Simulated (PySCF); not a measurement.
**GaH (charge +1, doublet): density, localisation and related maps**

```json
{"atom": "Ga", "x (Å)": "0.0000", "y (Å)": "0.0000", "z (Å)": "-0.0240"}
{"atom": "H", "x (Å)": "0.0000", "y (Å)": "0.0000", "z (Å)": "1.6430"}
```

The calculation used PySCF, PBE0/def2-TZVPPD, non-relativistic Hamiltonian with scalar-relativistic core potentials where named, at a bond length of 1.667 Å.

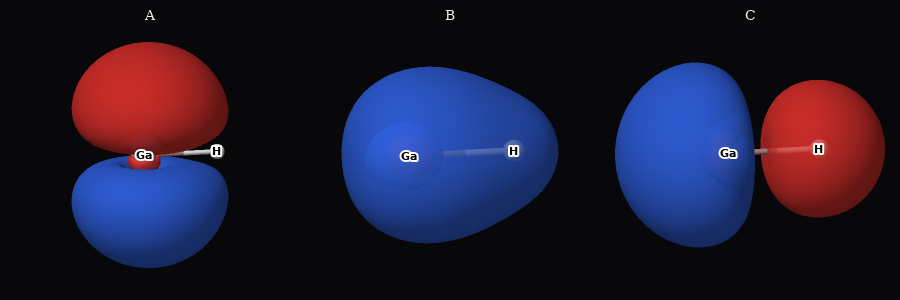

Figure 1. Three frontier β-spin orbitals, each drawn at the value that holds 80 % of its norm (blue and red are the two phases), in no order; of a degenerate pair one member is drawn.

Label each orbital by symmetry, say whether it is occupied, and order them by energy.

Orbital B: σ, occupied in this spin, −17.98 eV; mainly on Ga (75 %).
Orbital C: σ, empty in this spin, −10.71 eV; mainly on Ga (70 %).
Orbital A: π, empty in this spin, −8.03 eV; mainly on Ga (95 %).

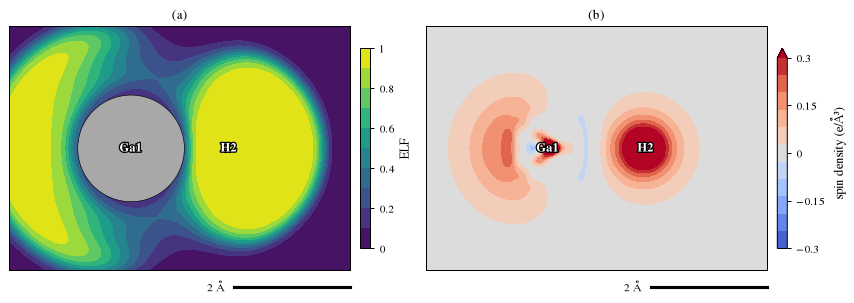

Figure 2. (a) electron localisation function; (b) spin density on a plane that holds the molecular axis. Grey discs cover the atomic cores in the ELF map.

Read the bonding off the picture.

Atoms in the plane: Ga and H.
Ga–H (1.67 Å): the ELF climbs to about 1 towards the hydrogen.
The unpaired spin (1 electron) lies mostly on Ga1 (about 0.6) and H2 (about 0.4), in electrons by Hirshfeld's partition.

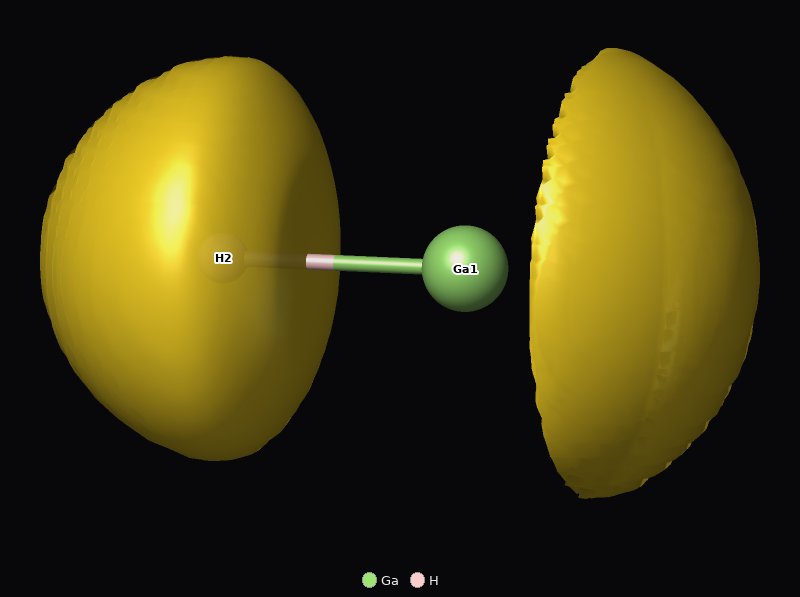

Figure 3. Isosurface of the ELF at 0.8 (yellow), seen from one side. Only the valence region is drawn (cores and ρ < 0.01 e/Å³ removed).

Where are the electrons localised?

The surface consists of one region around a hydrogen nucleus and one lobe on Ga, pointing away from the bonds (non-bonding electrons).
